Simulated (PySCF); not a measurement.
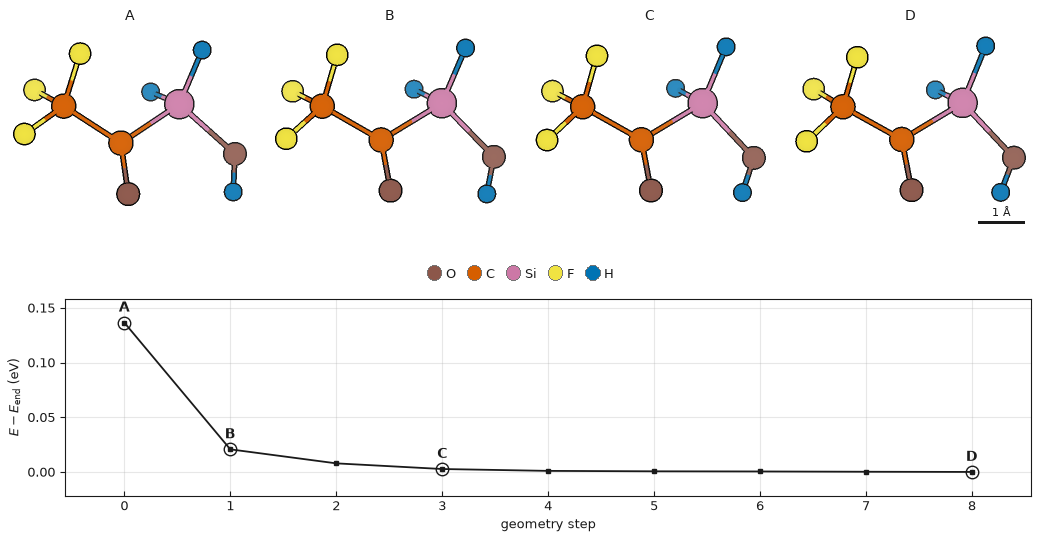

Frames of a relaxation of C₂H₃F₃O₂Si, marked on the history of the run. A ball-and-stick model, seen at a tilt.

The start comes from GFN2-xTB. Its atoms were then displaced at random by about 0.01 Å.

Method: PySCF, PBE0-D3(BJ)/def2-SVP geometry optimisation, gas phase. 

### Describe the path.

Over 8 geometry steps the energy falls by 0.136 eV. An H atom moves most after the best rigid fit: 0.33 Å. Largest moves by element: H 0.33 Å, F 0.17 Å, O 0.14 Å, Si 0.10 Å, C 0.09 Å. Some distances before and after: H–Si 1.451 → 1.488 Å, C–Si 1.914 → 1.944 Å, H–O 0.946 → 0.970 Å, C–F 1.350 → 1.334 Å. Among the angles between lasting bonds that change: Si–O–H 119.9° → 110.8°, Si–C–C 116.2° → 123.0°, C–Si–O 105.9° → 100.5°. Cost: 110 s on 1 thread of Arm Neoverse N1, on a shared host. From step 0 to 1: an H atom moves most (0.18 Å), energy −0.116 eV. From step 1 to 3: an H atom moves most (0.11 Å), energy −0.018 eV. From step 3 to 8: an F atom moves most (0.06 Å), energy −0.003 eV.

```csv
step,"E − E(0), eV"
0,0.0000
1,-0.1158
2,-0.1286
3,-0.1338
4,-0.1355
5,-0.1359
6,-0.1360
7,-0.1363
8,-0.1364
```
